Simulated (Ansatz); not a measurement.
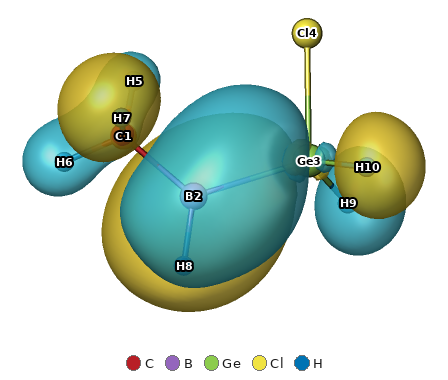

The picture shows: CH6BClGe. The LUMO at ±0.06 Å⁻³ᐟ² (yellow and cyan are the two phases), seen at an oblique angle.

All numbers below come from RKS r2SCAN/def2-SVP (Ansatz 0.2.0).

```xyz
10

C    -1.1658    0.9038   -0.3642
B    -0.3773   -0.3424   -0.8272
Ge    1.2678   -1.0202    0.2145
Cl    1.6862    0.3847    1.8463
H    -0.6122    1.5988    0.2847
H    -1.7117    1.4372   -1.1576
H    -1.9530    0.4515    0.2825
H    -0.7450   -1.0074   -1.7717
H     2.5626   -1.0875   -0.6160
H     1.0739   -2.3891    0.8938
```

Where does this orbital lie, and at what energy?

Its weight (Hirshfeld) is mainly on B2 (about 55 %), Ge3 (about 15 %), C1 (about 10 %) and H8 (about 5 %). Its energy is −2.72 eV.
